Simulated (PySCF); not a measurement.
## Run report: Tl, atomic calculation

System: Tl, configuration 1s2 2s2 2p6 3s2 3p6 3d10 4s2 4p6 4d10 4f14 5s2 5p6 5d10 6s1 6p1 6d1, multiplicity 4.
Method: unrestricted B97-3, aug-cc-pVTZ-PP plus 1 even-tempered diffuse shell per l with ECP60, scalar-relativistic core potential (PySCF).

Output (extracts):
```
damping factor = 0
level_shift factor = 0
DIIS = <class 'pyscf.scf.diis.CDIIS'>
diis_start_cycle = 1
diis_space = 10
diis_damp = 0
SCF conv_tol = 1e-09
SCF conv_tol_grad = None
number electrons alpha = 12  beta = 9
XC functionals = HYB_GGA_XC_B97_3
    T. W. Keal and D. J. Tozer.,  J. Chem. Phys. 123, 121103 (2005)
cycle= 1 E= -172.142037341302  delta_E= -0.00829  |g|= 0.0154  |ddm|= 0.43
cycle= 2 E= -172.142278811391  delta_E= -0.000241  |g|= 0.00778  |ddm|= 0.0938
cycle= 3 E= -172.142325541931  delta_E= -4.67e-05  |g|= 0.00207  |ddm|= 0.0248
cycle= 4 E= -172.142341620213  delta_E= -1.61e-05  |g|= 0.00095  |ddm|= 0.0244
cycle= 5 E= -172.142343143795  delta_E= -1.52e-06  |g|= 0.000686  |ddm|= 0.00507
cycle= 6 E= -172.142344773368  delta_E= -1.63e-06  |g|= 0.000321  |ddm|= 0.00819
cycle= 7 E= -172.142344870653  delta_E= -9.73e-08  |g|= 0.000235  |ddm|= 0.000828
cycle= 8 E= -172.142344987966  delta_E= -1.17e-07  |g|= 0.000191  |ddm|= 0.00158
cycle= 9 E= -172.142345071758  delta_E= -8.38e-08  |g|= 0.000196  |ddm|= 0.00208
cycle= 10 E= -172.142345080103  delta_E= -8.34e-09  |g|= 8.66e-05  |ddm|= 0.000181
cycle= 11 E= -172.142345086251  delta_E= -6.15e-09  |g|= 0.000103  |ddm|= 0.0004
cycle= 12 E= -172.142345090887  delta_E= -4.64e-09  |g|= 9.13e-05  |ddm|= 0.000425
cycle= 13 E= -172.142345090333  delta_E= 5.54e-10  |g|= 0.000102  |ddm|= 9.74e-05
cycle= 14 E= -172.142345093341  delta_E= -3.01e-09  |g|= 8.42e-05  |ddm|= 0.000128
cycle= 15 E= -172.14234509356  delta_E= -2.19e-10  |g|= 8.82e-05  |ddm|= 1.88e-05
cycle= 16 E= -172.142345093586  delta_E= -2.59e-11  |g|= 8.34e-05  |ddm|= 1.06e-05
cycle= 17 E= -172.142345092746  delta_E= 8.4e-10  |g|= 0.000115  |ddm|= 9.76e-05
cycle= 18 E= -172.142345092563  delta_E= 1.83e-10  |g|= 8.97e-05  |ddm|= 7.14e-05
cycle= 19 E= -172.142345092588  delta_E= -2.43e-11  |g|= 8.17e-05  |ddm|= 3.27e-05
cycle= 20 E= -172.142345092293  delta_E= 2.94e-10  |g|= 5.69e-05  |ddm|= 4.71e-05
cycle= 21 E= -172.142345092562  delta_E= -2.69e-10  |g|= 6.33e-05  |ddm|= 1.89e-05
cycle= 22 E= -172.142345092595  delta_E= -3.27e-11  |g|= 5.04e-05  |ddm|= 9.58e-06
cycle= 23 E= -172.142345092564  delta_E= 3.12e-11  |g|= 5.25e-05  |ddm|= 4.87e-06
cycle= 24 E= -172.142345092631  delta_E= -6.7e-11  |g|= 3.11e-05  |ddm|= 4.62e-06
converged SCF energy = -172.142345092631  <S^2> = 3.7507366  2S+1 = 4.0003683
```

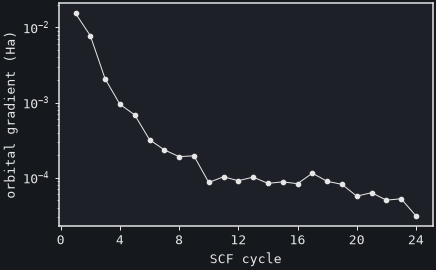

**Figure 1.** Convergence: orbital gradient against the SCF cycle. The residual lingers near 9 × 10⁻⁵ from about step 8 to 23 before it falls again. It goes from 0.015 to 3.1×10⁻⁵ in 24 steps.

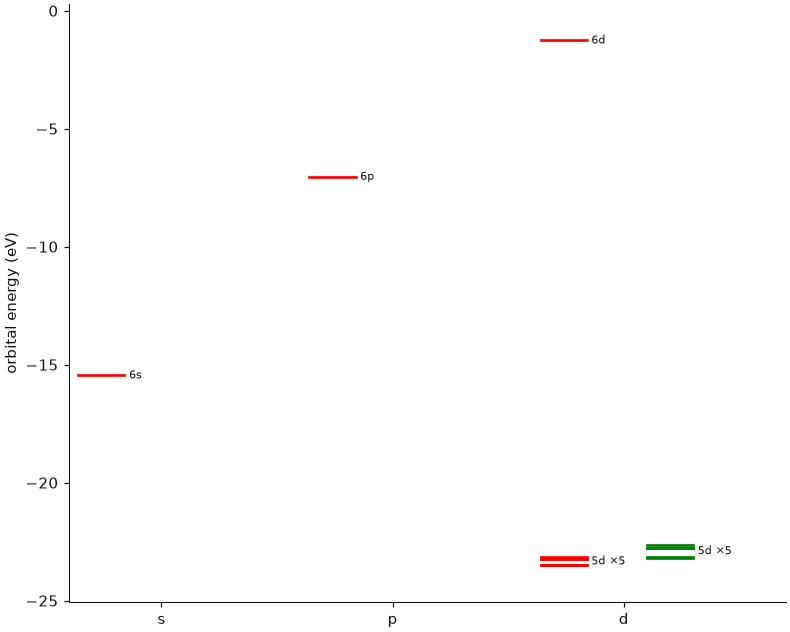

**Figure 2.** Orbital energies of the mean field, from the top down to −23.5 eV, by angular momentum, α spin at the left of each column and β at the right; ×n counts the orbitals under one label. Empty levels that the record names by l alone aren't drawn. The highest filled orbital is 6d α at −1.25 eV, the lowest empty one s β at −11.7 eV.

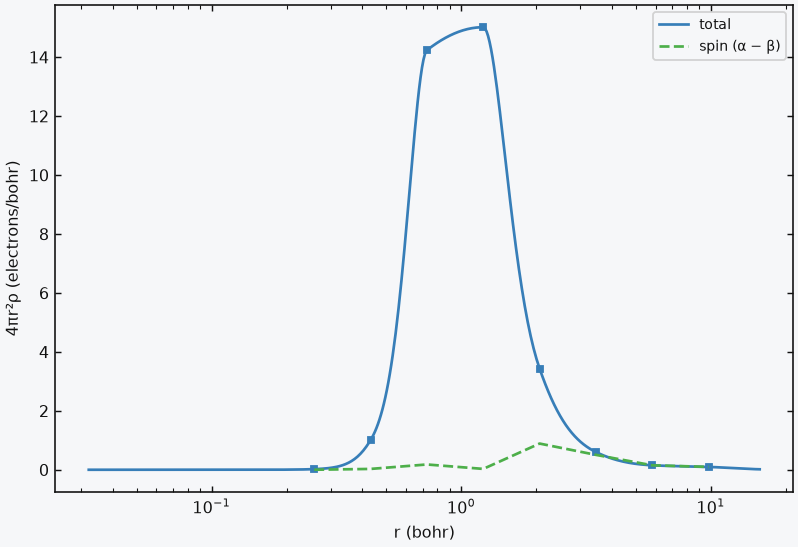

**Figure 3.** Spherically averaged radial density 4πr²ρ of the mean field (valence electrons alone, under a core potential) and its spin part; markers are the stored points, which are sparse, and the line is a monotone interpolation between them. The largest stored value is 15.0 electrons/bohr at r = 1.2 bohr. Root-mean-square radii of the shells: 5s 0.945, 5p 1.08, 5d 1.49, 6s 2.53, 6p 3.40, 6d 9.25 bohr.

The input:
```python
from pyscf import gto, scf, dft, mp, cc
import basis_set_exchange as bse
txt = bse.get_basis("aug-cc-pVTZ-PP", elements=["Tl"], fmt="nwchem", header=False, augment_diffuse=1)
cut = txt.index("\nECP")
mol = gto.M(atom="Tl 0 0 0", charge=0, spin=3, symmetry="D2h",
            basis=gto.basis.parse(txt[:cut]),
            ecp={"Tl": gto.basis.parse_ecp(txt[cut:])})
mf = dft.UKS(mol, xc="HYB_GGA_XC_B97_3")
mf.irrep_nelec = {'Ag': (4, 3), 'B1g': (1, 1), 'B2g': (2, 1), 'B3g': (1, 1), 'B1u': (1, 1), 'B2u': (2, 1), 'B3u': (1, 1)}
mf.kernel()
```

The script is an equivalent of what the driver set up; the driver started from orbitals of its own, so the log can be shorter than this script's would be, and it computed the properties (radii, ⟨L²⟩, response) afterwards. It held the occupations shell by shell, which the script's counts by irreducible representation don't always enforce.

Launched within a batch (the task file carries these settings):
```bash
OMP_NUM_THREADS=1 python <driver script> TASK.json OUT
```

Key numbers:

- outcome: converged
- total energy (valence electrons, under a core potential): −172.142345 hartree
- ⟨S²⟩: 3.751
- ⟨L²⟩: 8.02
- SCF iterations: 24
- hardware: 1 thread of Intel Xeon, 7 GiB of memory available, shared host
- wall time: 3.4 s

Remarks:

The driver held the occupations shell by shell, and empty p levels lie below the filled 6d. This is not the ground configuration of the species. ⟨L²⟩ departs from that of the intended term, so the determinant mixes terms.
